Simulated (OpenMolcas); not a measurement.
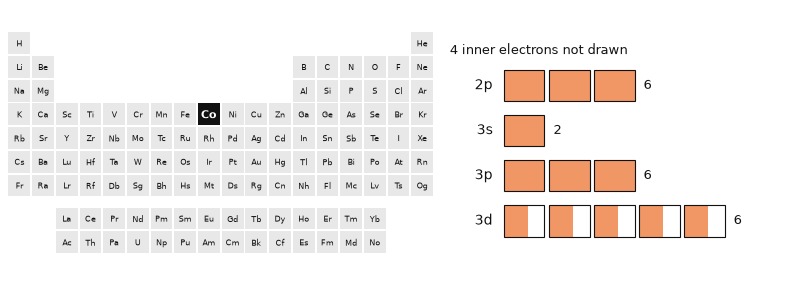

Left, the place of cobalt in the periodic table; right, the outer shells of the leading configuration of the lowest level: a box for each of the 2l + 1 orbitals, shaded by the share of the shell that is filled, with the electron count at the right.

# Multiconfigurational calculation for Co³⁺ complex (part 1 of 2)

System: Co³⁺ with 4 ligands (Br; tetrahedron, 2.39 Å), neutralised by 4 outer point charges of +0.25 e, whose field is part of the energies.
Method: state-averaged CASSCF, active space 6 electrons in the shell 3d, basis ANO-RCC-VDZP on the metal and ANO-RCC-VDZP on the ligands, DKH2 scalar Hamiltonian, spin-orbit coupling by RASSI with atomic mean-field integrals (OpenMolcas).

Input file:
```
&GATEWAY
Coord
5

Co 0.0 0.0 0.0
Br 1.379867 1.379867 1.379867
Br 1.379867 -1.379867 -1.379867
Br -1.379867 1.379867 -1.379867
Br -1.379867 -1.379867 1.379867
Basis=Co.ANO-RCC-VDZP,Br.ANO-RCC-VDZP
Group=NoSym
NoMove
AngMom=0.0 0.0 0.0
AMFI
RICD
XField
4 Angstrom 0
2.765508 2.765508 2.765508 0.250000
2.765508 -2.765508 -2.765508 0.250000
-2.765508 2.765508 -2.765508 0.250000
-2.765508 -2.765508 2.765508 0.250000
&SEWARD
&RASSCF
FileOrb=start.orb
Symmetry=1
Spin=5
nActEl=6 0 0
Inactive=81
Ras2=5
CIRoot=5 5 1
SDav=5
CIMx=300
Iter=150 100
PrWF=0.3
OrbListing=Nothing
MaxOrb=0
LevShft=1.0
>>> COPY $Project.JobIph JOB001
&RASSCF
FileOrb=start.orb
Symmetry=1
Spin=3
nActEl=6 0 0
Inactive=81
Ras2=5
CIRoot=45 45 1
SDav=45
CIMx=300
Iter=150 100
PrWF=0.3
OrbListing=Nothing
MaxOrb=0
LevShft=1.0
>>> COPY $Project.JobIph JOB002
&RASSCF
FileOrb=start.orb
Symmetry=1
Spin=1
nActEl=6 0 0
Inactive=81
Ras2=5
CIRoot=50 50 1
SDav=50
CIMx=300
Iter=150 100
PrWF=0.3
OrbListing=Nothing
MaxOrb=0
LevShft=1.0
>>> COPY $Project.JobIph JOB003
&RASSI
NrOfJobIphs=3 5 45 50
1 2 3 4 5
1 2 3 4 5 6 7 8 9 10 11 12 13 14 15 16 17 18 19 20 21 22 23 24 25 26 27
28 29 30 31 32 33 34 35 36 37 38 39 40 41 42 43 44 45
1 2 3 4 5 6 7 8 9 10 11 12 13 14 15 16 17 18 19 20 21 22 23 24 25 26 27
28 29 30 31 32 33 34 35 36 37 38 39 40 41 42 43 44 45 46 47 48 49 50
IphNames
JOB001
JOB002
JOB003
EJob
SpinOrbit
DIPRint=1.0
SOCoupling=1000.0
Subsets=2
Property=9
'ANGMOM' 1 'ANGMOM' 2 'ANGMOM' 3 'MLTPL  1' 1 'MLTPL  1' 2 'MLTPL  1' 3
'AMFI' 1 'AMFI' 2 'AMFI' 3
SOProperty=3
'ANGMOM' 1 'ANGMOM' 2 'ANGMOM' 3
```

The file start.orb holds starting orbitals from an earlier step. A driver script formed the levels outside the program, from RASSI's spin-orbit matrix and the active-space energies, averaged over the components of each term or state.

Run as:
```bash
OMP_NUM_THREADS=1 MOLCAS_MEM=3686 MOLCAS_PROJECT=a pymolcas a.inp > a.log  # once for each step of the input, in one work folder
```

Output (extracts):
```
--- SEWARD ---
Basis set label: CO.ANO-RCC...5S4P2D1F.

      Electronic valence basis set:
      ------------------
      Associated Effective Charge  27.000000 au
      Associated Actual Charge     27.000000 au
      Nuclear Model: Point charge

      Shell  nPrim  nBasis  Cartesian Spherical Contaminant
         s      21       5        X
         p      15       4        X
         d      10       2                 X
         f       6       1                 X
                  Relativistic Douglas-Kroll-Hess integrals:
                    - DKH order of Hamiltonian: 2
                    - DKH order of Properties : 0
                  Atomic mean-field integrals
--- RASSCF ---
Wave function specifications:
      -----------------------------

      Number of closed shell electrons         162
      Number of electrons in active shells       6
      Max number of holes in RAS1 space          0
      Max nr of electrons in RAS3 space          0
      Number of inactive orbitals               81
      Number of active orbitals                  5
      Number of secondary orbitals              56
      Spin quantum number                      2.0
      State symmetry                             1
Orbital specifications:
      -----------------------

      Symmetry species                           1
                                                 a
      Frozen orbitals                            0
      Inactive orbitals                         81
      Active orbitals                            5
      RAS1 orbitals                              0
      RAS2 orbitals                              5
      RAS3 orbitals                              0
      Secondary orbitals                        56
      Deleted orbitals                           0
      Number of basis functions                142
      Number of CSFs                             5
      Number of root(s) required                 5
      Iter CI   SX   CI       RASSCF       Energy    max ROT     max BLB   max BLB  Level Ln srch  Step   QN
          iter iter root      energy       change     param      element    value   shift minimum  type update
 Nr of preliminary CI iterations:   1
      Total energies have been shifted. Add               -11000.00 au
        1   1   15    0  -808.72057757    0.00E+00  -8.59E-02   84  93 1  4.31E-01*  1.82   0.00    SX    NO
        2   1   15    0  -809.23821693   -5.18E-01* -3.09E-02    7 104 1  1.19E-01*  1.43   0.00    SX    NO
        3   1   15    0  -809.39070462   -1.52E-01* -2.58E-02    8 105 1  5.63E-02*  1.28   0.00    SX    NO
        4   1   15    0  -809.44667706   -5.60E-02* -1.77E-02   22  87 1  2.73E-02*  1.19   0.00    SX    NO
        5   1   14    0  -809.46684641   -2.02E-02* -1.85E-02   22  87 1  1.63E-02*  1.14   2.28    LS   YES
        6   1   14    0  -809.47617061   -9.32E-03* -7.17E-03   82  91 1 -1.82E-02*  1.09   1.22    QN   YES
        7   1   13    0  -809.47875355   -2.58E-03* -4.38E-03    9 106 1 -1.25E-02*  1.09   1.64    LS   YES
        8   1   14    0  -809.47921609   -4.63E-04* -1.71E-03    9 106 1 -1.67E-02*  1.08   1.05    QN   YES
        9   1   13    0  -809.47974644   -5.30E-04*  1.17E-03   13  87 1  2.13E-03*  1.08   1.38    QN   YES
       10   1   11    0  -809.47988565   -1.39E-04* -1.35E-03    9 106 1  2.23E-03*  1.08   1.33    QN   YES
        ...
       19   1    7    0  -809.47995947   -5.85E-08* -1.07E-04   52  88 1 -1.80E-05   1.08   2.50    LS   YES
       20   1    9    0  -809.47995937    1.00E-07* -6.70E-05    8 105 1 -1.47E-04*  1.08   0.11    LS   YES
       21   1    7    0  -809.47995947   -1.01E-07* -3.02E-05    8 105 1 -4.96E-05   1.08   1.21    QN   YES
       22   1    6    0  -809.47995947   -7.28E-09  -4.53E-05   52  88 1 -1.28E-05   1.08   2.50    LS   YES
      Convergence after 22 iterations
       23   1    6    0  -809.47995946    1.67E-08* -4.53E-05    8 105 1  5.97E-05   1.08   2.50    LS   YES
      Natural orbitals and occupation numbers for root  1
      sym 1:   1.000000   1.000000   1.000000   1.000000   2.000000
      Natural orbitals and occupation numbers for root  2
      sym 1:   1.000000   1.000000   2.000000   1.000000   1.000000
      Natural orbitals and occupation numbers for root  3
      sym 1:   1.000000   1.000000   1.000000   2.000000   1.000000
::    RASSCF root number  1 Total energy: -11809.48892410
::    RASSCF root number  2 Total energy: -11809.48892410
::    RASSCF root number  3 Total energy: -11809.47398304
::    RASSCF root number  4 Total energy: -11809.47398304
::    RASSCF root number  5 Total energy: -11809.47398304
--- RASSCF ---
Wave function specifications:
      -----------------------------

      Number of closed shell electrons         162
      Number of electrons in active shells       6
      Max number of holes in RAS1 space          0
      Max nr of electrons in RAS3 space          0
      Number of inactive orbitals               81
      Number of active orbitals                  5
      Number of secondary orbitals              56
      Spin quantum number                      1.0
      State symmetry                             1
Orbital specifications:
      -----------------------

      Symmetry species                           1
                                                 a
      Frozen orbitals                            0
      Inactive orbitals                         81
      Active orbitals                            5
      RAS1 orbitals                              0
      RAS2 orbitals                              5
      RAS3 orbitals                              0
      Secondary orbitals                        56
      Deleted orbitals                           0
      Number of basis functions                142
      Number of CSFs                            45
      Number of root(s) required                45
      Iter CI   SX   CI       RASSCF       Energy    max ROT     max BLB   max BLB  Level Ln srch  Step   QN
          iter iter root      energy       change     param      element    value   shift minimum  type update
 Nr of preliminary CI iterations:   1
      Total energies have been shifted. Add               -11000.00 au
        1   1    9    0  -809.32666780    0.00E+00  -1.32E-02   84  93 1 -2.27E-02*  1.13   0.00    SX    NO
        2   1    9    0  -809.32956062   -2.89E-03* -1.11E-02   84  93 1 -1.06E-02*  1.13   0.00    SX    NO
        3   1    9    0  -809.33113133   -1.57E-03* -8.15E-03   84  93 1 -8.84E-03*  1.12   0.00    SX    NO
        4   1    9    0  -809.33206781   -9.36E-04* -6.58E-03   72  83 1 -5.92E-03*  1.11   0.00    SX    NO
        5   1    8    0  -809.33264757   -5.80E-04* -9.39E-03   72  83 1 -4.60E-03*  1.11   2.50    LS   YES
        6   1    8    0  -809.33323927   -5.92E-04* -1.31E-02   70  87 1 -4.25E-03*  1.10   2.50    LS   YES
        7   1    8    0  -809.33359915   -3.60E-04* -2.32E-03   70  87 1 -4.45E-03*  1.09   1.15    QN   YES
        8   1    8    0  -809.33365666   -5.75E-05* -1.51E-03   70  87 1 -2.56E-03*  1.09   1.17    QN   YES
        9   1    8    0  -809.33368225   -2.56E-05* -1.22E-03   70  87 1 -1.28E-03*  1.09   1.81    LS   YES
       10   1    7    0  -809.33368636   -4.11E-06* -1.18E-03   78  88 1  4.01E-04*  1.09   0.77    QN   YES
       11   1    7    0  -809.33369111   -4.75E-06* -4.71E-04   78  88 1  2.50E-04*  1.09   1.39    QN   YES
       12   1    6    0  -809.33369201   -9.04E-07* -2.03E-04   70  87 1 -1.53E-04*  1.09   1.45    QN   YES
       13   1    6    0  -809.33369229   -2.81E-07*  1.36E-04   78  88 1  6.99E-05   1.09   1.55    QN   YES
       14   1    6    0  -809.33369239   -9.91E-08*  2.04E-04   75  84 1 -3.43E-05   1.09   2.50    LS   YES
       15   1    6    0  -809.33369232    6.92E-08*  1.07E-04   70  87 1  1.13E-04*  1.09   0.25    LS   YES
       16   1    6    0  -809.33369240   -7.86E-08*  4.27E-05   70  87 1  5.90E-05   1.09   1.23    QN   YES
       17   1    5    0  -809.33369243   -2.27E-08*  6.40E-05   70  87 1  3.02E-05   1.09   2.50    LS   YES
       18   1    5    0  -809.33369242    4.47E-09  -4.84E-05   78  88 1  2.21E-05   1.09   0.42    QN   YES
      Convergence after 18 iterations
       19   1    5    0  -809.33369244   -1.52E-08* -4.84E-05   75  84 1 -1.59E-05   1.09   0.42    QN   YES
      Natural orbitals and occupation numbers for root  1
      sym 1:   0.308621   1.009693   1.904316   0.990046   1.787324
      Natural orbitals and occupation numbers for root  2
      sym 1:   1.000804   0.301116   1.843150   0.997544   1.857385
      Natural orbitals and occupation numbers for root  3
      sym 1:   0.308942   1.021024   1.780207   0.979760   1.910068
::    RASSCF root number  1 Total energy: -11809.39919252
::    RASSCF root number  2 Total energy: -11809.39919252
::    RASSCF root number  3 Total energy: -11809.39919252
::    RASSCF root number  4 Total energy: -11809.38984371
::    RASSCF root number  5 Total energy: -11809.38984371
::    RASSCF root number  6 Total energy: -11809.38840389
::    RASSCF root number  7 Total energy: -11809.38840389
::    RASSCF root number  8 Total energy: -11809.38840389
::    RASSCF root number  9 Total energy: -11809.38682302
::    RASSCF root number 10 Total energy: -11809.38682302
::    RASSCF root number 11 Total energy: -11809.38682302
::    RASSCF root number 12 Total energy: -11809.37748757
::    RASSCF root number 13 Total energy: -11809.37216374
::    RASSCF root number 14 Total energy: -11809.37216374
::    RASSCF root number 15 Total energy: -11809.37216374
::    RASSCF root number 16 Total energy: -11809.36961037
::    RASSCF root number 17 Total energy: -11809.36816349
::    RASSCF root number 18 Total energy: -11809.36816349
::    RASSCF root number 19 Total energy: -11809.36816349
::    RASSCF root number 20 Total energy: -11809.36212368
::    RASSCF root number 21 Total energy: -11809.36212368
::    RASSCF root number 22 Total energy: -11809.35578400
::    RASSCF root number 23 Total energy: -11809.35578400
::    RASSCF root number 24 Total energy: -11809.35578400
::    RASSCF root number 25 Total energy: -11809.34607971
::    RASSCF root number 26 Total energy: -11809.34607971
::    RASSCF root number 27 Total energy: -11809.34607971
::    RASSCF root number 28 Total energy: -11809.34292919
::    RASSCF root number 29 Total energy: -11809.34292919
::    RASSCF root number 30 Total energy: -11809.34292919
--- RASSCF ---
Wave function specifications:
      -----------------------------

      Number of closed shell electrons         162
      Number of electrons in active shells       6
      Max number of holes in RAS1 space          0
      Max nr of electrons in RAS3 space          0
      Number of inactive orbitals               81
      Number of active orbitals                  5
      Number of secondary orbitals              56
      Spin quantum number                      0.0
      State symmetry                             1
Orbital specifications:
      -----------------------

      Symmetry species                           1
                                                 a
      Frozen orbitals                            0
      Inactive orbitals                         81
      Active orbitals                            5
      RAS1 orbitals                              0
      RAS2 orbitals                              5
      RAS3 orbitals                              0
      Secondary orbitals                        56
      Deleted orbitals                           0
      Number of basis functions                142
      Number of CSFs                            50
      Number of root(s) required                50
      Iter CI   SX   CI       RASSCF       Energy    max ROT     max BLB   max BLB  Level Ln srch  Step   QN
          iter iter root      energy       change     param      element    value   shift minimum  type update
 Nr of preliminary CI iterations:   1
      Total energies have been shifted. Add               -11000.00 au
        1   1    9    0  -809.26436881    0.00E+00  -7.10E-03   86  95 1 -1.11E-02*  1.09   0.00    SX    NO
        2   1    9    0  -809.26521245   -8.44E-04* -5.38E-03   86  95 1 -6.90E-03*  1.08   0.00    SX    NO
        3   1    9    0  -809.26567688   -4.64E-04* -4.13E-03   86  95 1 -4.87E-03*  1.08   0.00    SX    NO
        4   1    8    0  -809.26595644   -2.80E-04* -3.28E-03   86  95 1 -3.40E-03*  1.08   0.00    SX    NO
        5   1    8    0  -809.26613056   -1.74E-04* -4.79E-03   70  87 1 -2.59E-03*  1.07   2.50    LS   YES
        6   1    8    0  -809.26631343   -1.83E-04* -6.90E-03   70  87 1 -2.46E-03*  1.07   2.50    LS   YES
        7   1    8    0  -809.26642654   -1.13E-04* -1.10E-03   70  87 1 -2.30E-03*  1.07   1.13    QN   YES
        8   1    8    0  -809.26643976   -1.32E-05*  1.25E-03   70  87 1 -1.45E-03*  1.07   1.77    QN   YES
        9   1    7    0  -809.26644839   -8.63E-06*  3.48E-04   70  87 1 -4.07E-04*  1.07   1.15    QN   YES
       10   1    7    0  -809.26644958   -1.19E-06*  1.63E-04   43 104 1  1.98E-04*  1.07   1.46    QN   YES
       11   1    6    0  -809.26644996   -3.75E-07*  1.64E-04   76  88 1  1.03E-04*  1.07   2.01    LS   YES
       12   1    7    0  -809.26644996   -7.29E-09   9.21E-05   86  95 1 -1.68E-04*  1.07   0.51    QN   YES
       13   1    6    0  -809.26645014   -1.82E-07*  1.90E-04   74  86 1 -5.04E-05   1.07   1.47    QN   YES
       14   1    6    0  -809.26645022   -7.65E-08*  2.85E-04   86  95 1  4.15E-05   1.07   2.50    LS   YES
       15   1    6    0  -809.26645017    4.98E-08*  1.46E-04   86  95 1  1.49E-04*  1.07   0.27    LS   YES
       16   1    6    0  -809.26645024   -6.58E-08*  4.00E-05   86  95 1  9.43E-05   1.07   1.15    QN   YES
       17   1    5    0  -809.26645026   -1.94E-08*  6.00E-05   86  95 1  3.94E-05   1.07   2.50    LS   YES
       18   1    6    0  -809.26645025    8.55E-09   3.00E-05   86  95 1 -4.27E-05   1.07   0.29    LS   YES
      Convergence after 18 iterations
       19   1    6    0  -809.26645025   -6.58E-09   3.00E-05   70  87 1  2.91E-05   1.07   0.29    LS   YES
      Natural orbitals and occupation numbers for root  1
      sym 1:   0.486187   0.855493   1.775762   1.114909   1.767648
      Natural orbitals and occupation numbers for root  2
      sym 1:   1.775762   0.522817   1.767648   0.782233   1.151539
      Natural orbitals and occupation numbers for root  3
      sym 1:   1.257642   0.728669   1.854393   0.265362   1.893934
::    RASSCF root number  1 Total energy: -11809.35222079
::    RASSCF root number  2 Total energy: -11809.35222079
::    RASSCF root number  3 Total energy: -11809.35164955
::    RASSCF root number  4 Total energy: -11809.35164955
::    RASSCF root number  5 Total energy: -11809.35164955
::    RASSCF root number  6 Total energy: -11809.34287145
::    RASSCF root number  7 Total energy: -11809.34287145
::    RASSCF root number  8 Total energy: -11809.34287145
::    RASSCF root number  9 Total energy: -11809.34242391
::    RASSCF root number 10 Total energy: -11809.34061441
::    RASSCF root number 11 Total energy: -11809.33887730
::    RASSCF root number 12 Total energy: -11809.33887730
::    RASSCF root number 13 Total energy: -11809.33887730
::    RASSCF root number 14 Total energy: -11809.32723804
::    RASSCF root number 15 Total energy: -11809.32723804
::    RASSCF root number 16 Total energy: -11809.32723804
::    RASSCF root number 17 Total energy: -11809.32381020
::    RASSCF root number 18 Total energy: -11809.32381020
::    RASSCF root number 19 Total energy: -11809.31184479
::    RASSCF root number 20 Total energy: -11809.30700060
::    RASSCF root number 21 Total energy: -11809.30700060
::    RASSCF root number 22 Total energy: -11809.30528806
::    RASSCF root number 23 Total energy: -11809.30528806
::    RASSCF root number 24 Total energy: -11809.30528806
::    RASSCF root number 25 Total energy: -11809.28503170
::    RASSCF root number 26 Total energy: -11809.28503170
::    RASSCF root number 27 Total energy: -11809.28503170
::    RASSCF root number 28 Total energy: -11809.28013844
::    RASSCF root number 29 Total energy: -11809.26929250
::    RASSCF root number 30 Total energy: -11809.26929250
```

(Continued in part 2.) Outcome of the run: converged.
